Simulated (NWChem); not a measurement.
# doublet HO2: levels of theory compared

Wanted: a comparison of 6 runs (UHF/STO-3G, UHF/3-21G, UB3LYP/6-31G*, UB3LYP/def2-TZVPPD, UM06-2X/def2-TZVPPD) of doublet HO2. 

Program for the calculation: NWChem 7.3.0.

2 further runs of the same task are left out: 1 that didn't finish, 1 set aside as unsound or not needed. Runs told in other sessions of the task aren't counted.

**1. Starting point**

HO2: 3 atoms, total charge 0, spin state doublet. SMILES of the parent species: `[O-]O`. Geometry: relaxed at PBE0-D4/def2-TZVPD. That shape belongs to the parent species and isn't relaxed for this state.

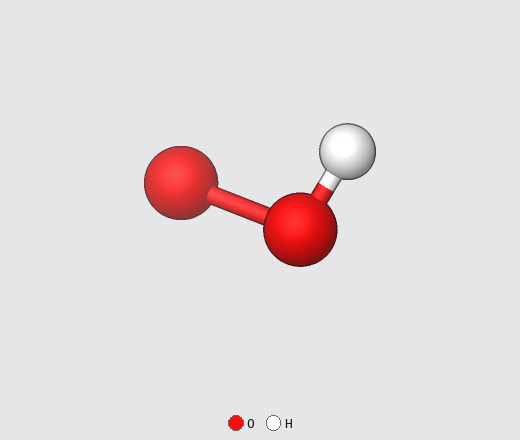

Viewed from a chosen angle; oxygen red, hydrogen white.

**2. The energy at UHF/STO-3G (run 1)**

Input file ho2.nw:

```
START ho2
TITLE "hydroperoxide(1-)"
memory stack 880 mb heap 220 mb global 1100 mb

GEOMETRY units angstrom noautosym nocenter noautoz
 O     -0.357760     1.025590    -0.080830
 O     -0.242260    -0.445880    -0.180750
 H      0.600030    -0.579720     0.261570
END

BASIS spherical bse
 * library STO-3G
END

SCF
 nopen 1
 uhf
 thresh 1e-08
 maxiter 80
END

TASK scf energy
```

Command:

```bash
nwchem ho2.nw > ho2.out
```

What it wrote:

```text
[...]
  functions       =    11
[...]
  wavefunction    = UHF
[...]
         Total SCF energy =   -148.182399805906
      One electron energy =   -264.775513981581
      Two electron energy =     87.066044836817
 Nuclear repulsion energy =     29.527069338859
                       Sz =      0.5000
                 Sz(Sz+1) =      0.7500
                      S^2 =      0.8585
[...]
```

Wall time 1.1 s (1 thread of Intel Xeon Platinum 8375C at 2.90GHz (Ice Lake), shared host); peak memory 0.099 GiB.

**3. A single-point energy at UHF/3-21G (run 2)**

Input file ho2.nw:

```
start ho2
memory total 2200 mb

geometry units bohr noautosym nocenter noautoz
 O     -0.67606842     1.93808422    -0.15274656
 O     -0.45780505    -0.84259108    -0.34156800
 H      1.13389237    -1.09551203     0.49429566
end

basis "ao basis" spherical bse
 * library 3-21G
end

scf
 doublet
 uhf
 thresh 1e-08
 maxiter 80
 print low
end

task scf
```

Command:

```bash
nwchem ho2.nw > ho2.out
```

What it wrote:

```text
[...]
  functions       =    20
[...]
  wavefunction    = UHF
[...]
         Total SCF energy =   -149.352708210073
      One electron energy =   -264.876625547220
      Two electron energy =     85.996850135228
 Nuclear repulsion energy =     29.527067201919
                       Sz =      0.5000
                 Sz(Sz+1) =      0.7500
                      S^2 =      0.8635
[...]
```

Wall time 1.4 s (1 thread of Intel Xeon Platinum 8375C at 2.90GHz (Ice Lake), shared host); peak memory 0.095 GiB.

Runs 3 to 5 aren't shown in full; the table further down has their settings and results.

**4. A single-point energy at UM06-2X/def2-TZVPPD (run 6)**

Input file run.py:

```python
from ase import Atoms
from ase.calculators.nwchem import NWChem

mol = Atoms(['O', 'O', 'H'], positions=[
    [-0.357760, 1.025590, -0.080830],
    [-0.242260, -0.445880, -0.180750],
    [0.600030, -0.579720, 0.261570],
])

calc = NWChem(
    label='ho2',
    theory='dft',
    memory='2200 mb',
    basis='def2-TZVPPD',
    basispar='spherical bse',
    dft={'xc': 'm06-2x', 'mult': '2', 'grid': 'fine', 'convergence': 'energy 1e-08', 'iterations': '100', 'mulliken': None},
    task='energy',
)
mol.calc = calc

print("Total energy (eV):", round(mol.get_potential_energy(), 6))
```

Command:

```bash
export ASE_NWCHEM_COMMAND="nwchem PREFIX.nwi > PREFIX.nwo"
python run.py
```

What it wrote:

```text
Total energy (eV): -4105.984494
```

The calculator wrote ho2.nwi:

```
title "ho2"

permanent_dir ho2

scratch_dir ho2

start ho2

geometry units angstrom nocenter noautosym noautoz
  O  -3.5776000000000002e-01 1.0255900000000000e+00 -8.0829999999999999e-02
  O  -2.4226000000000000e-01 -4.4588000000000000e-01 -1.8074999999999999e-01
  H  6.0002999999999995e-01 -5.7972000000000001e-01 2.6157000000000002e-01
end

memory 2200 mb

basis spherical bse noprint
   * library def2-TZVPPD
end

dft
  xc m06-2x
  mult 2
  grid fine
  convergence energy 1e-08
  iterations 100
  mulliken
end

task dft energy
```

ho2.nwo:

```text
Northwest Computational Chemistry Package (NWChem) 7.3.0
             --------------------------------------------------------

           Job information
           ---------------

    nwchem branch   = 7.3.0
    use scalapack   = T
    input           = ho2.nwi
    prefix          = ho2.
    data base       = ho2/ho2.db
    status          = startup
    nproc           =        1

           Memory information
           ------------------

[... 5 lines left out ...]
    hardfail = no
[... 35 lines left out ...]
            Nuclear Dipole moment (a.u.)
[... 56 lines left out ...]
          Convergence on density requested:  1.00D-05
[... 24 lines left out ...]
          Convergence aids based upon iterative change in
[... 29 lines left out ...]
 2-e energy   =      86.069236
[... 50 lines left out ...]
           Coulomb energy =      102.721566897279
[... 692 lines left out ...]
                     DFT Final Beta Molecular Orbital Analysis
[... 782 lines left out ...]
     Multipole analysis of the density
     ---------------------------------

     L   x y z        total         alpha         beta         nuclear
     -   - - -        -----         -----         ----         -------
     0   0 0 0     -0.000000     -9.000000     -8.000000     17.000000

     1   1 0 0      0.606227      4.595442      3.947880     -7.937095
[... 8 lines of this table left out ...]
     2   0 0 2     -8.385061     -5.259179     -4.490212      1.364330

 Task  times  cpu:       33.7s     wall:       33.7s
 Total times  cpu:       33.8s     wall:       33.8s
```

Run time: 35 s. Hardware: 1 thread of Intel Xeon Platinum 8375C at 2.90GHz (Ice Lake), shared host; peak memory 0.11 GiB.

**5. All runs side by side**

```
run                                level  iteration cap  module  energy (Eh)  dipole moment (D)  HOMO energy (eV)  LUMO energy (eV)  wall time
  1                           UHF/STO-3G             80     scf  -148.182400               1.45            -10.18              9.23      1.1 s
  2                            UHF/3-21G             80     scf  -149.352708                  –                 –                 –      1.4 s
  3  UB3LYP/6-31G* (spherical functions)            100     dft  -150.883356               2.10             -8.03             -3.85      9.6 s
  4  UB3LYP/6-31G* (Cartesian functions)            100     dft  -150.886583               2.10             -8.05             -3.86       10 s
  5                   UB3LYP/def2-TZVPPD            100     dft  -150.966189               1.99             -8.63             -4.46       24 s
  6                  UM06-2X/def2-TZVPPD            100     dft  -150.892148               1.92            -10.77             -2.75       35 s
```

**6. Outcome**

```
                                 quantity          value
                      run 6: total energy  -150.89215 Eh
                     run 6: dipole moment         1.92 D
run 6: HOMO energy (highest over α and β)      -10.77 eV
 run 6: LUMO energy (lowest over α and β)       -2.75 eV
                              run 6: ⟨S²⟩          0.757
```

Over runs 1, 3, 4, 5, 6 the dipole moment (its size) runs from 1.45 D (UHF/STO-3G) to 2.10 D (UB3LYP/6-31G*). The two ends differ in method and basis. Totals of different functionals can't be ranked against each other. In run 1 the basis is minimal, so the values are rough. Spin contamination of the reference: run 2 ⟨S²⟩ = 0.86, run 1 ⟨S²⟩ = 0.86. All runs together took 82 s, the longest 35 s.
